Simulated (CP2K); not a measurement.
Consider 2-aminothiophene at its PBE geometry (Å).

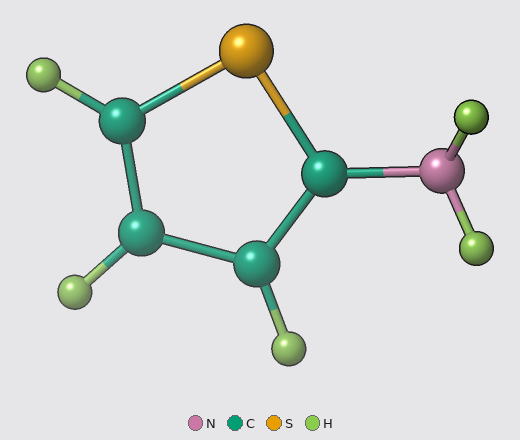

The molecule (nitrogen pink, carbon teal, sulfur orange, hydrogen green).

```xyz
11

N     2.1392    0.1601   -0.2286
C     0.7531    0.1629   -0.0299
C    -0.1735   -0.7837   -0.4199
C    -1.5128   -0.3897   -0.1300
C    -1.5987    0.8381    0.4766
S    -0.0305    1.5411    0.6820
H     2.5050   -0.7647   -0.4422
H     2.6772    0.5905    0.5197
H     0.1014   -1.7249   -0.8930
H    -2.3832   -1.0038   -0.3536
H    -2.4772    1.3741    0.8191
```

Method: CP2K XAS_TDP, all-electron GAPW, PBEh(45%), aug-cc-pVDZ, TDA, ZORA, spin–orbit coupling.

Q: Where do the S L₂,₃-edge lines lie, and how strong are they?

Leading lines: S6 164.23 eV. The leading line of an atom is its first one with 35 % of the strongest within 2.5 eV of its lowest line over the strength cut. 

The first six lines of each atom with a strength over 0.0003:

```csv
atom,energy (eV),states,"strength, one atom"
S6 (bonded to 2 C),164.23,2,0.0021
,164.43,1,0.0010
,164.81,2,0.0005
,164.92,1,0.0009
,165.34,1,0.0016
,165.57,1,0.0025
```

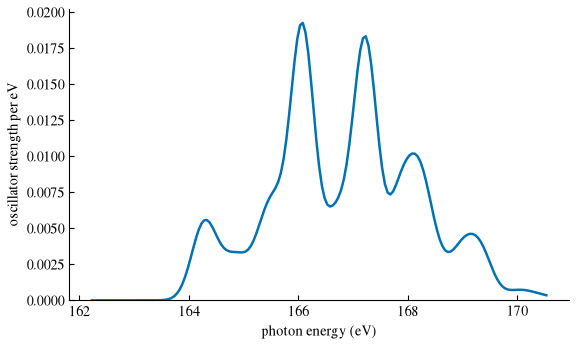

All atoms added, broadened by 0.5 eV.

Lines are vertical, at one geometry, with no vibrational structure. Without a correction of the core level, line positions, and the gaps between valence and Rydberg lines, follow the share of exact exchange. Rydberg lines, and the discretised continuum above threshold, depend on the basis and the box.

[Banner, clock and machine lines of the logs are left out without a mark of their own.]

[Logs are printed without paths, hosts, clocks, repeated set-up lines and the standing remarks that a program may print on its own settings, such as how far it seeks lower states.]

[Hosts, paths, dates, database ids (printed as entryN), source tags and the programs' standing remarks are cut or masked in the printed files.]
